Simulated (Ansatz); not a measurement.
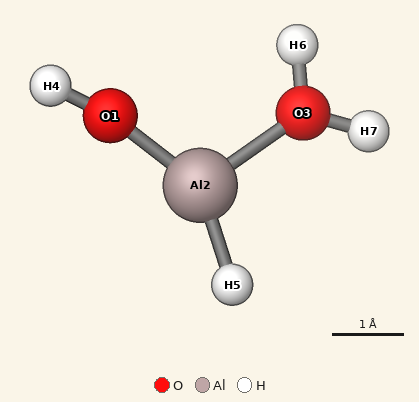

Fig. 1: The input geometry (ball-and-stick view, seen at a tilt; atoms are numbered from 1 in the order of the input). Sticks mark near contacts. Bond lengths as drawn: Al–H 1.49 Å, Al–O 1.62 to 1.83 Å and H–O 0.95 to 0.98 Å.

# AlH4O2 (charge +1): geometry relaxation

AlH4O2, charge +1, SMILES [OH][AlH][OH2+], computed with RKS BHLYP/cc-pVDZ (Ansatz 0.2.0).

It belongs to a series of runs on one base structure; here: end point A relaxed. Figures and captions count atoms from 1; the log counts them from 0 in places.

## The program's output
```
The last accepted step is kept in [file] (removed where the run ends without a failure and the disk answers)
Engine: ansatz 0.2.0, x86_64-unknown-linux-gnu
Functional definition: BHLYP
  parameter a = 0.5
  exchange = (1 - a)*b88_x + a*exact_x
  correlation = lyp_c
694 factors; integrals over basis functions are off by at most 3.5e-4 eV
mean field evaluation 1: about -10735.1088 eV, gradient 9.1e1 eV
mean field evaluation 2: about -10724.0256 eV, gradient 1.2e2 eV
mean field evaluation 4: about -10749.1337 eV, gradient 6.0e0 eV
mean field evaluation 8: about -10749.1905 eV, gradient 6.9e-2 eV
mean field -10749.19055031 eV, -395.0254666610 hartree, gradient 1.0e-5 eV, S^2 0.000000; 0 other end points of the search recorded, 0 dependent functions left out
the calculation of the forces begins
reference -10749.19070094 eV, -395.0254721962 hartree; 16, 16 occupied and 50, 50 virtual orbitals, 694 factors
relax step   1: F+E_penalty+E_count = -10749.19055031 eV  Δ(F+E_penalty+E_count) = +0.000e0 eV  max|allowed force component| = 1.407e0 eV/Å  Δτ_max = 0.0000 Å  (23 SCF iters, accepted)
these checks for a lower state are left out or cut short: starts, cluster_reference, orbital_swaps, neighbouring_geometries, increment
694 factors; integrals over basis functions are off by at most 3.5e-4 eV
mean field evaluation 16: about -10749.2470 eV, gradient 1.7e0 eV
mean field -10749.25389365 eV, -395.0277944856 hartree, gradient 8.2e-6 eV, S^2 0.000000; 0 other end points of the search recorded, 0 dependent functions left out
the calculation of the forces begins
reference -10749.25404462 eV, -395.0278000335 hartree; 16, 16 occupied and 50, 50 virtual orbitals, 694 factors
relax step   2: F+E_penalty+E_count = -10749.25389365 eV  Δ(F+E_penalty+E_count) = -6.334e-2 eV  max|allowed force component| = 7.207e-1 eV/Å  Δτ_max = 0.0619 Å  (24 SCF iters, accepted)
these checks for a lower state are left out or cut short: starts, cluster_reference, orbital_swaps, neighbouring_geometries, increment
694 factors; integrals over basis functions are off by at most 3.5e-4 eV
mean field -10749.27751509 eV, -395.0286625576 hartree, gradient 8.2e-6 eV, S^2 0.000000; 0 other end points of the search recorded, 0 dependent functions left out
the calculation of the forces begins
reference -10749.27766649 eV, -395.0286681216 hartree; 16, 16 occupied and 50, 50 virtual orbitals, 694 factors
relax step   3: F+E_penalty+E_count = -10749.27751509 eV  Δ(F+E_penalty+E_count) = -2.362e-2 eV  max|allowed force component| = 2.757e-1 eV/Å  Δτ_max = 0.0511 Å  (24 SCF iters, accepted)
these checks for a lower state are left out or cut short: starts, cluster_reference, orbital_swaps, neighbouring_geometries, increment
694 factors; integrals over basis functions are off by at most 3.4e-4 eV
mean field -10749.28199889 eV, -395.0288273342 hartree, gradient 1.8e-5 eV, S^2 0.000000; 0 other end points of the search recorded, 0 dependent functions left out
the calculation of the forces begins
reference -10749.28215034 eV, -395.0288329000 hartree; 16, 16 occupied and 50, 50 virtual orbitals, 694 factors
relax step   4: F+E_penalty+E_count = -10749.28199889 eV  Δ(F+E_penalty+E_count) = -4.484e-3 eV  max|allowed force component| = 2.602e-1 eV/Å  Δτ_max = 0.0127 Å  (24 SCF iters, accepted)
these checks for a lower state are left out or cut short: starts, cluster_reference, orbital_swaps, neighbouring_geometries, increment
694 factors; integrals over basis functions are off by at most 3.2e-4 eV
mean field evaluation 32: about -10749.3003 eV, gradient 5.1e-2 eV
mean field -10749.29876453 eV, -395.0294434602 hartree, gradient 3.9e-5 eV, S^2 0.000000; 0 other end points of the search recorded, 0 dependent functions left out
the calculation of the forces begins
reference -10749.29891589 eV, -395.0294490226 hartree; 16, 16 occupied and 50, 50 virtual orbitals, 694 factors
relax step   5: F+E_penalty+E_count = -10749.29876453 eV  Δ(F+E_penalty+E_count) = -1.677e-2 eV  max|allowed force component| = 3.582e-1 eV/Å  Δτ_max = 0.0627 Å  (24 SCF iters, accepted)
these checks for a lower state are left out or cut short: starts, cluster_reference, orbital_swaps, neighbouring_geometries, increment
694 factors; integrals over basis functions are off by at most 3.3e-4 eV
mean field -10749.32911873 eV, -395.0305589563 hartree, gradient 7.5e-6 eV, S^2 0.000000; 0 other end points of the search recorded, 0 dependent functions left out
the calculation of the forces begins
reference -10749.32926841 eV, -395.0305644570 hartree; 16, 16 occupied and 50, 50 virtual orbitals, 694 factors
relax step   6: F+E_penalty+E_count = -10749.32911873 eV  Δ(F+E_penalty+E_count) = -3.035e-2 eV  max|allowed force component| = 3.578e-1 eV/Å  Δτ_max = 0.1351 Å  (27 SCF iters, accepted)
these checks for a lower state are left out or cut short: starts, cluster_reference, orbital_swaps, neighbouring_geometries, increment
694 factors; integrals over basis functions are off by at most 3.2e-4 eV
mean field -10749.33774852 eV, -395.0308760951 hartree, gradient 2.0e-5 eV, S^2 0.000000; 0 other end points of the search recorded, 0 dependent functions left out
the calculation of the forces begins
reference -10749.33789747 eV, -395.0308815691 hartree; 16, 16 occupied and 50, 50 virtual orbitals, 694 factors
relax step   7: F+E_penalty+E_count = -10749.33774852 eV  Δ(F+E_penalty+E_count) = -8.630e-3 eV  max|allowed force component| = 3.411e-1 eV/Å  Δτ_max = 0.0901 Å  (27 SCF iters, accepted)
these checks for a lower state are left out or cut short: starts, cluster_reference, orbital_swaps, neighbouring_geometries, increment
694 factors; integrals over basis functions are off by at most 3.2e-4 eV
mean field -10749.34524912 eV, -395.0311517372 hartree, gradient 2.9e-5 eV, S^2 0.000000; 0 other end points of the search recorded, 0 dependent functions left out
the calculation of the forces begins
reference -10749.34539866 eV, -395.0311572326 hartree; 16, 16 occupied and 50, 50 virtual orbitals, 694 factors
relax step   8: F+E_penalty+E_count = -10749.34524912 eV  Δ(F+E_penalty+E_count) = -7.501e-3 eV  max|allowed force component| = 6.836e-2 eV/Å  Δτ_max = 0.0642 Å  (23 SCF iters, accepted)
these checks for a lower state are left out or cut short: starts, cluster_reference, orbital_swaps, neighbouring_geometries, increment
694 factors; integrals over basis functions are off by at most 3.2e-4 eV
mean field -10749.34656953 eV, -395.0312002615 hartree, gradient 2.1e-5 eV, S^2 0.000000; 0 other end points of the search recorded, 0 dependent functions left out
the calculation of the forces begins
reference -10749.34671891 eV, -395.0312057511 hartree; 16, 16 occupied and 50, 50 virtual orbitals, 694 factors
relax step   9: F+E_penalty+E_count = -10749.34656953 eV  Δ(F+E_penalty+E_count) = -1.320e-3 eV  max|allowed force component| = 3.918e-2 eV/Å  Δτ_max = 0.0183 Å  (23 SCF iters, accepted)
these checks for a lower state are left out or cut short: starts, cluster_reference, orbital_swaps, neighbouring_geometries, increment
694 factors; integrals over basis functions are off by at most 3.2e-4 eV
mean field evaluation 64: about -10749.3468 eV, gradient 2.0e-5 eV
mean field -10749.34684813 eV, -395.0312104999 hartree, gradient 2.0e-5 eV, S^2 0.000000; 0 other end points of the search recorded, 0 dependent functions left out
the calculation of the forces begins
reference -10749.34699748 eV, -395.0312159883 hartree; 16, 16 occupied and 50, 50 virtual orbitals, 694 factors
relax step  10: F+E_penalty+E_count = -10749.34684813 eV  Δ(F+E_penalty+E_count) = -2.786e-4 eV  max|allowed force component| = 1.398e-2 eV/Å  Δτ_max = 0.0068 Å  (21 SCF iters, accepted)
```

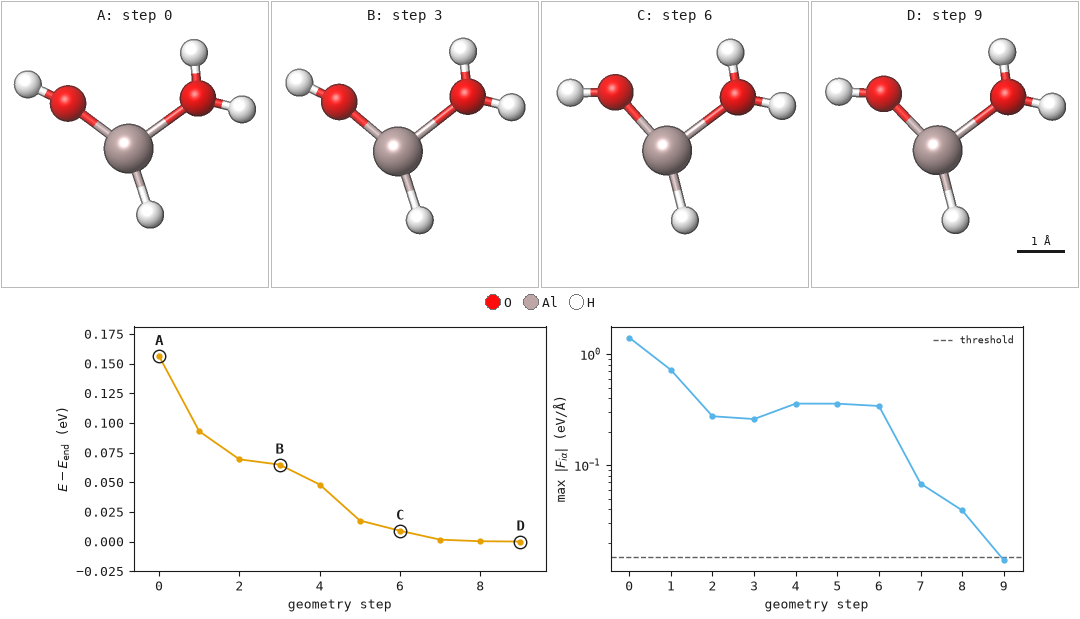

Fig. 2: Frames of the relaxation (ball-and-stick view, seen at a tilt) above the curves, on which the letters mark them (the first geometry is step 0 here and step 1 in the log).

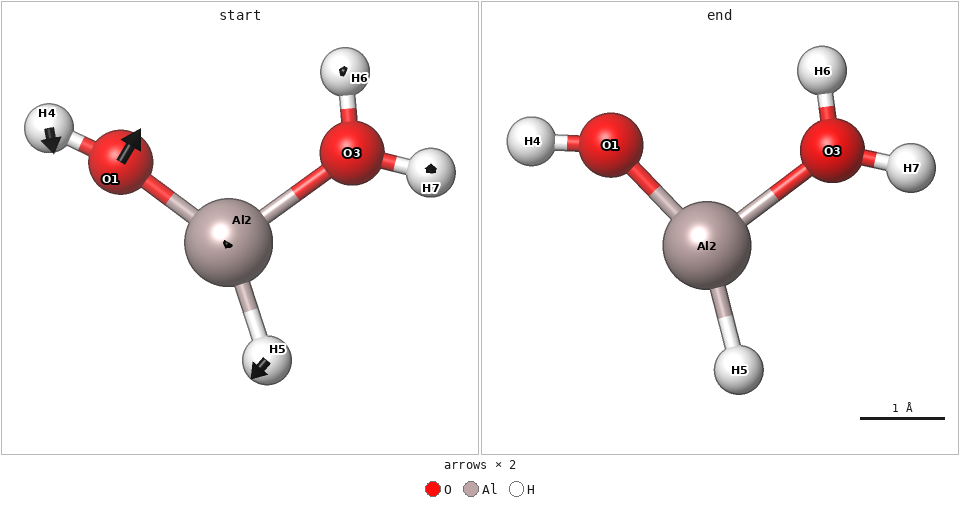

Fig. 3: Before (left) and after (right) the relaxation, at one scale (ball-and-stick view, seen at a tilt). The black arrows give the displacements, magnified 2 times. The energy falls by 0.156 eV in 9 geometry steps. Largest force component: 1.4 eV/Å at the start, 0.014 eV/Å at the end. The atom that moves furthest after the best rigid fit is O1 (0.24 Å). By element the largest moves are O 0.24 Å, H 0.16 Å, Al 0.04 Å. Among the contacts that change: Al2–O3 1.830 → 1.888 Å, Al2–H5 1.487 → 1.542 Å, O1–Al2 1.616 → 1.668 Å, O3–H6 0.977 → 0.968 Å. Among the angles that change: Al2–O1–H4 168.7° → 136.5°, O1–Al2–O3 107.4° → 96.7°, O1–Al2–H5 144.7° → 150.6°. (Atoms are counted from 1 in the order of the input.)

```
694 factors; integrals over basis functions are off by at most 3.2e-4 eV
mean field -10749.34684813 eV, -395.0312104999 hartree, gradient 2.0e-5 eV, S^2 0.000000; 1 other end points of the search recorded, 0 dependent functions left out
the calculation of the forces begins
reference -10749.34699748 eV, -395.0312159883 hartree; 16, 16 occupied and 50, 50 virtual orbitals, 694 factors
Total energy: -10749.34699748 eV, -395.0312159883 hartree
Atom 0 at    -1.200057    -1.006601    -0.183723 Å, force    -0.013976    -0.012051    -0.000557 eV/Å
Atom 1 at    -0.071923     0.052433    -0.807645 Å, force     0.007992     0.007803    -0.006793 eV/Å
Atom 2 at     0.731905     0.511190     0.838272 Å, force     0.000527     0.000300     0.001142 eV/Å
Atom 3 at    -1.897698    -1.558128    -0.529513 Å, force     0.007969     0.006574     0.002548 eV/Å
Atom 4 at     0.572095     0.776298    -2.006968 Å, force    -0.002790    -0.003462     0.007713 eV/Å
Atom 5 at     0.404127     0.113124     1.657628 Å, force     0.002103     0.002366    -0.003676 eV/Å
Atom 6 at     1.461541     1.111684     1.031949 Å, force    -0.001825    -0.001530    -0.000377 eV/Å
Dipole moment:     0.421970     0.332076     0.218895 e Å
```

## Trajectory as extended XYZ (Å, eV, eV/Å), 10 frames, from step=1 to step=10
```
7
Properties=species:S:1:pos:R:3:forces:R:3 step=1 energy=-10749.19055
O    -1.2373   -1.0056   -0.4174   -0.8285  -0.7873   0.5283
Al   -0.0651    0.0500   -0.7679   -0.0631   0.0393  -0.6185
O     0.7378    0.5195    0.8085    0.3092   0.0642   1.4069
H    -1.9606   -1.6264   -0.3951    0.2214   0.2017  -0.1055
H     0.6145    0.7899   -1.8637    0.4252   0.4692  -0.7359
H     0.4418    0.1352    1.6562    0.1643   0.1966  -0.3228
H     1.4690    1.1374    0.9794   -0.2285  -0.1837  -0.1525
7
Properties=species:S:1:pos:R:3:forces:R:3 step=2 energy=-10749.25389
O    -1.2367   -1.0056   -0.4053   -0.2985  -0.3162   0.4174
Al   -0.0641    0.0566   -0.7864    0.0222   0.1094  -0.6592
O     0.7321    0.5121    0.8251    0.1585   0.0366   0.7207
H    -1.9532   -1.6272   -0.3740    0.0242   0.0388  -0.1247
H     0.6257    0.8087   -1.9215    0.1110   0.1211  -0.1656
H     0.4332    0.1322    1.6665    0.0432   0.0535  -0.1030
H     1.4628    1.1232    0.9956   -0.0605  -0.0433  -0.0856
7
Properties=species:S:1:pos:R:3:forces:R:3 step=3 energy=-10749.27751
O    -1.2296   -1.0055   -0.3902    0.0995   0.0472   0.2757
Al   -0.0606    0.0629   -0.8192   -0.0738  -0.0296  -0.2211
O     0.7264    0.5059    0.8414    0.0296   0.0181   0.0471
H    -1.9475   -1.6235   -0.3514   -0.0329  -0.0075  -0.1562
H     0.6320    0.8232   -1.9701   -0.0061  -0.0156   0.0670
H     0.4224    0.1243    1.6759   -0.0273  -0.0232   0.0012
H     1.4569    1.1127    1.0136    0.0111   0.0107  -0.0137
7
Properties=species:S:1:pos:R:3:forces:R:3 step=4 energy=-10749.28200
O    -1.2267   -1.0032   -0.3780    0.1003   0.0508   0.2602
Al   -0.0631    0.0638   -0.8289   -0.0327  -0.0178  -0.0929
O     0.7246    0.5047    0.8415   -0.0026   0.0092  -0.0776
H    -1.9435   -1.6231   -0.3489   -0.0346  -0.0061  -0.1666
H     0.6361    0.8272   -1.9740   -0.0181  -0.0229   0.0594
H     0.4163    0.1217    1.6734   -0.0256  -0.0241   0.0118
H     1.4564    1.1090    1.0149    0.0133   0.0109   0.0057
7
Properties=species:S:1:pos:R:3:forces:R:3 step=5 energy=-10749.29876
O    -1.2160   -0.9969   -0.3166   -0.0151  -0.0445   0.1886
Al   -0.0707    0.0620   -0.8525    0.0433  -0.0012   0.2501
O     0.7219    0.5035    0.8370   -0.0960  -0.0311  -0.3582
H    -1.9342   -1.6202   -0.3651    0.1045   0.1220  -0.1838
H     0.6449    0.8366   -1.9785   -0.0482  -0.0418   0.0009
H     0.3979    0.1139    1.6590   -0.0068  -0.0146   0.0448
H     1.4562    1.1012    1.0166    0.0183   0.0111   0.0576
7
Properties=species:S:1:pos:R:3:forces:R:3 step=6 energy=-10749.32912
O    -1.1683   -0.9744   -0.2074    0.3578   0.2739   0.2336
Al   -0.0409    0.0822   -0.8267   -0.3445  -0.3036   0.0559
O     0.7226    0.5042    0.8324    0.0910   0.0677   0.0778
H    -1.8752   -1.5527   -0.4485   -0.3245  -0.2480  -0.2170
H     0.5538    0.7675   -2.0505    0.1728   0.1720  -0.1705
H     0.3615    0.0832    1.6251   -0.0470  -0.0440   0.0186
H     1.4465    1.0899    1.0755    0.0944   0.0819   0.0017
7
Properties=species:S:1:pos:R:3:forces:R:3 step=7 energy=-10749.33775
O    -1.1828   -0.9985   -0.1392   -0.3411  -0.2683  -0.1696
Al   -0.0778    0.0486   -0.8188    0.2881   0.2321   0.1152
O     0.7308    0.5114    0.8317   -0.0593  -0.0323  -0.1407
H    -1.8715   -1.5334   -0.5365    0.0785   0.0422   0.1690
H     0.5637    0.7697   -2.0165   -0.0064   0.0042  -0.0665
H     0.3806    0.0949    1.6318    0.0413   0.0276   0.0658
H     1.4571    1.1073    1.0474   -0.0011  -0.0055   0.0268
7
Properties=species:S:1:pos:R:3:forces:R:3 step=8 energy=-10749.34525
O    -1.2059   -1.0085   -0.1982    0.0594   0.0419   0.0521
Al   -0.0718    0.0524   -0.8063   -0.0137  -0.0014  -0.0684
O     0.7376    0.5164    0.8357   -0.0578  -0.0575   0.0523
H    -1.9079   -1.5691   -0.5183    0.0176   0.0204  -0.0300
H     0.5777    0.7802   -2.0023   -0.0180  -0.0189   0.0243
H     0.4039    0.1132    1.6507    0.0270   0.0239   0.0003
H     1.4665    1.1154    1.0387   -0.0145  -0.0083  -0.0305
7
Properties=species:S:1:pos:R:3:forces:R:3 step=9 energy=-10749.34657
O    -1.1968   -1.0030   -0.1833   -0.0311  -0.0251  -0.0234
Al   -0.0690    0.0555   -0.8108   -0.0353  -0.0320   0.0151
O     0.7296    0.5089    0.8386    0.0289   0.0228   0.0179
H    -1.8955   -1.5578   -0.5236    0.0392   0.0336   0.0087
H     0.5710    0.7764   -2.0137    0.0048   0.0021   0.0126
H     0.4017    0.1112    1.6584   -0.0107  -0.0054  -0.0279
H     1.4590    1.1088    1.0344    0.0041   0.0040  -0.0032
7
Properties=species:S:1:pos:R:3:forces:R:3 step=10 energy=-10749.34685
O    -1.2001   -1.0066   -0.1837   -0.0140  -0.0121  -0.0006
Al   -0.0719    0.0524   -0.8076    0.0080   0.0078  -0.0068
O     0.7319    0.5112    0.8383    0.0005   0.0003   0.0011
H    -1.8977   -1.5581   -0.5295    0.0080   0.0066   0.0025
H     0.5721    0.7763   -2.0070   -0.0028  -0.0035   0.0077
H     0.4041    0.1131    1.6576    0.0021   0.0024  -0.0037
H     1.4615    1.1117    1.0319   -0.0018  -0.0015  -0.0004
```

This output came from the following input.

## Input file
```yaml
crystal:
  periodic: [false, false, false]
  atoms:
    - { symbol: O, position_ang: [-1.23735, -1.00559, -0.41742] }
    - { symbol: Al, position_ang: [-0.06512, 0.05004, -0.76788] }
    - { symbol: O, position_ang: [0.73782, 0.51949, 0.8085] }
    - { symbol: H, position_ang: [-1.96059, -1.62637, -0.39506] }
    - { symbol: H, position_ang: [0.61445, 0.78985, -1.86368] }
    - { symbol: H, position_ang: [0.44177, 0.13516, 1.65619] }
    - { symbol: H, position_ang: [1.46901, 1.13742, 0.97935] }
total_charge: 1
basis:
  gaussian: { orbitals: cc-pVDZ }
hamiltonian:
  xc: { name: BHLYP }
relax:
  f_tol: 0.015
  max_steps: 40
```

Command:
```bash
ansatz run input.yaml --threads 1 --pin off --max-ram 2048MiB --backend cpu --events-out ev --progress --plain --runs-dir out
```

## Summary

```csv
quantity,value
outcome,converged
total energy,−10749.3470 eV
mean-field energy,−10749.3470 eV
largest force (length of the vector) at the end,0.018 eV/Å
hardware,"1 thread of Intel Xeon (Sapphire Rapids), 10 GiB of memory available, shared host"
wall time,14 s
peak memory,0.14 GiB
```
